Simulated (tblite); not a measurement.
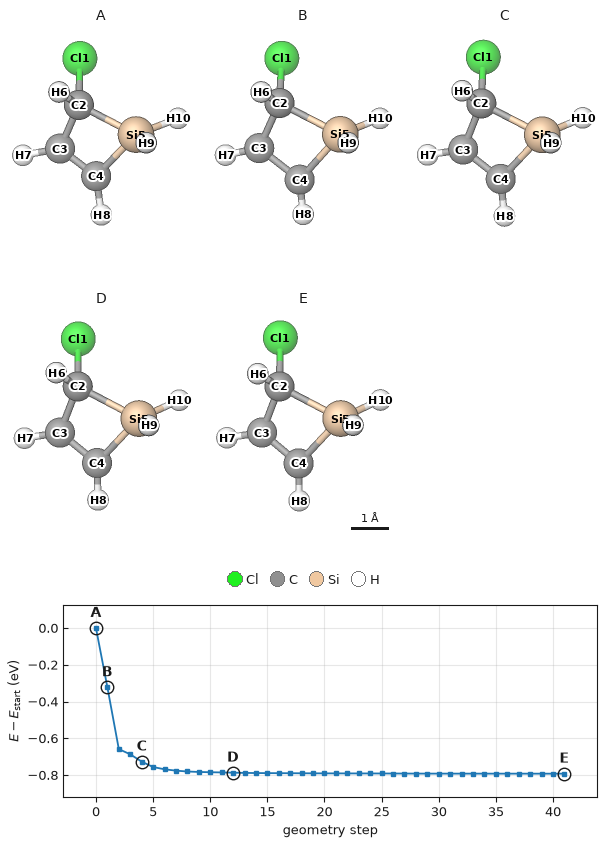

Frames of a relaxation of C$_{3}$H$_{5}$ClSi, marked on the history of the run. The picture is a ball-and-stick view, seen at a tilt.

Theory: tblite 0.8.0, GFN2-xTB geometry optimisation, gas phase. 

Q: What happens along the run?

A: H8 moves most after the best rigid fit: 0.14 Å. Largest moves by element: H 0.14 Å, Cl 0.13 Å, C 0.12 Å, Si 0.08 Å. Among the contacts that change: C2–Si5 1.812 → 1.947 Å, C4–Si5 1.788 → 1.890 Å, C3–C4 1.265 → 1.337 Å, C3–H7 1.139 → 1.079 Å. Bond angles that change, for instance: Si5–C4–H8 130.8° → 138.0°, C3–C4–H8 131.7° → 126.8°, Cl1–C2–H6 110.3° → 105.4°. After 41 geometry steps the energy has fallen by 0.792 eV. Cost: 0.29 s on 1 thread of Intel(R) Xeon(R) Platinum 8259CL CPU @ 2.50GHz, on a shared host. From step 0 to 1: C4 moves most (0.11 Å), energy −0.322 eV. From step 1 to 4: C3 moves most (0.07 Å), energy −0.404 eV. From step 4 to 12: H6 moves most (0.09 Å), energy −0.060 eV. From step 12 to 41: H atoms move most (0.06 Å), energy −0.005 eV.

```
step  E − E(0), eV
   0        0.0000
   1       -0.3222
   2       -0.6583
   3       -0.6869
   4       -0.7265
   5       -0.7559
   6       -0.7682
   7       -0.7757
   8       -0.7802
   9       -0.7828
  10       -0.7842
  12       -0.7866
  13       -0.7879
  15       -0.7891
  17       -0.7896
  18       -0.7899
  20       -0.7903
  21       -0.7905
  23       -0.7907
  25       -0.7910
  26       -0.7912
  28       -0.7916
  30       -0.7918
  31       -0.7918
  33       -0.7918
  34       -0.7918
  36       -0.7919
  38       -0.7920
  39       -0.7920
  41       -0.7921
```
